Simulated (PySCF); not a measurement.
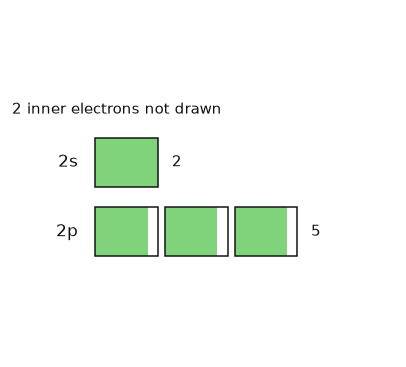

*The outer shells of the nominal configuration: a box for each of the 2l + 1 orbitals, shaded by the share of the shell that is filled, with the electron count at the right.*

Atomic calculation for V¹⁴⁺

System: V¹⁴⁺, configuration 1s2 2s2 2p5, multiplicity 2.
Method: unrestricted BP86, cc-pVDZ-DK, spin-free X2C-1e, Gaussian nucleus (PySCF).

**The input**
```python
from pyscf import gto, scf, dft, mp, cc
import basis_set_exchange as bse
mol = gto.M(atom="V 0 0 0", charge=14, spin=1, symmetry="D2h",
            basis=gto.basis.parse(bse.get_basis("cc-pVDZ-DK", elements=["V"], fmt="nwchem", header=False)),
            nucmod="G")
mf = dft.UKS(mol, xc="B88,P86").sfx2c1e()
mf.irrep_nelec = {'Ag': (2, 2), 'B1u': (1, 1), 'B2u': (1, 1), 'B3u': (1, 0)}
mf.kernel()
```

The script is an equivalent of what the driver set up; the driver started from orbitals of its own, so the log can be shorter than this script's would be, and it computed the properties (radii, ⟨L²⟩, response) afterwards. It held the occupations shell by shell, which the script's counts by irreducible representation don't always enforce.

Hardware: 1 thread of Arm Neoverse V2, 23 GiB of memory available, shared host.

The run was one of a batch that the task file lists, launched with:
```bash
OMP_NUM_THREADS=1 python <driver script> TASK.json OUT
```

**Log (extracts)**
```
damping factor = 0
level_shift factor = 0
DIIS = <class 'pyscf.scf.diis.CDIIS'>
diis_start_cycle = 1
diis_space = 10
diis_damp = 0
SCF conv_tol = 1e-09
SCF conv_tol_grad = None
number electrons alpha = 5  beta = 4
XC functionals = B88,P86
    A. D. Becke.,  Phys. Rev. A 38, 3098 (1988)
    J. P. Perdew.,  Phys. Rev. B 33, 8822 (1986)
cycle= 1 E= -844.398286507114  delta_E= -0.000659  |g|= 0.00241  |ddm|= 0.0386
cycle= 2 E= -844.398286737532  delta_E= -2.3e-07  |g|= 8.55e-05  |ddm|= 0.000919
cycle= 3 E= -844.398286737827  delta_E= -2.95e-10  |g|= 1.17e-07  |ddm|= 2.63e-05
converged SCF energy = -844.398286737827  <S^2> = 0.75001526  2S+1 = 2.0000153
```

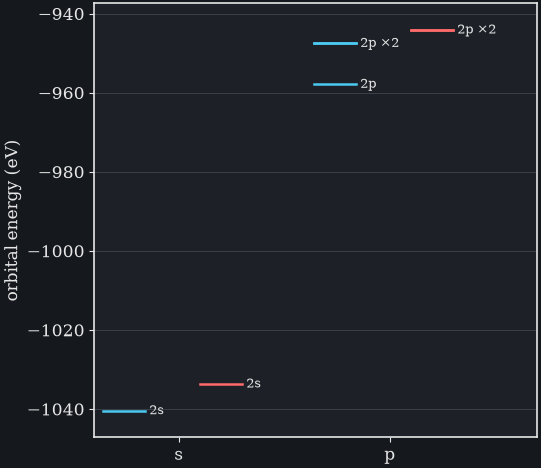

*Orbital energies of the mean field, from the top down to −1040 eV, by angular momentum, α spin at the left of each column and β at the right; ×n counts the orbitals under one label.*

The highest filled orbital is 2p β at −944.2 eV, the lowest empty one p β at −940.8 eV.

**What the run reported**

- outcome: converged
- total energy: −844.398287 hartree
- ⟨S²⟩: 0.750
- ⟨L²⟩: 2.00
- SCF iterations: 3

**What is odd here**

One thing in this input was made odd on purpose: basis of the neutral atom used for a highly charged ion. The program ran to the end. Its numbers are those of this setting; this run alone doesn't show how far the oddity moves them.
